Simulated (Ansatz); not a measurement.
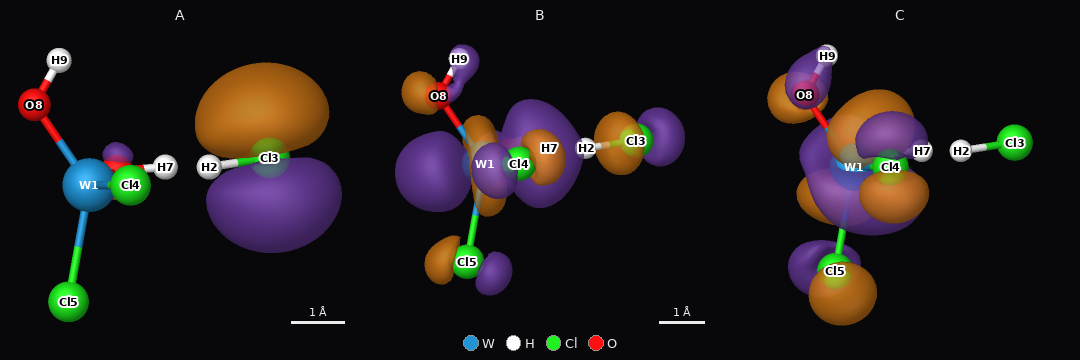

The picture shows: Cl$_{2}$H$_{2}$O$_{2}$W···HCl. Three frontier orbitals at ±0.1 Å⁻³ᐟ² (orange and purple are the two phases), in no order.

Core potentials replace the inner electrons of W.

Method: Ansatz 0.2.0, RKS PBE0-D4/def2-SVP.

```xyz
9

W    -0.5647    0.1035   -0.4320
H     1.0566    0.1172    1.2245
Cl    1.9273   -0.4619    2.0786
Cl   -0.3019    2.2937    0.1274
Cl   -2.5840   -0.1669    0.5523
O     0.1160   -1.5812   -0.0986
H     0.7377   -1.8237    0.6149
O     0.0525    0.2623   -2.1809
H     1.0211    0.2223   -2.2899
```

Which picture is the HOMO−1, the HOMO and the LUMO?

A is the HOMO−1 (−9.14 eV). By Hirshfeld shares it lies mainly on Cl3 (about 95 %); largely a lone pair of Cl3. B is the HOMO (−6.31 eV). Its weight (Hirshfeld) is mainly on W1 (about 65 %), Cl3 (about 5 %) and Cl4 (about 5 %). C is the LUMO (−3.15 eV). By Hirshfeld shares it lies mainly on W1 (about 65 %), Cl4 (about 10 %), Cl5 (about 10 %) and O8 (about 5 %).

What is the HOMO–LUMO gap?

3.16 eV between the orbital energies.
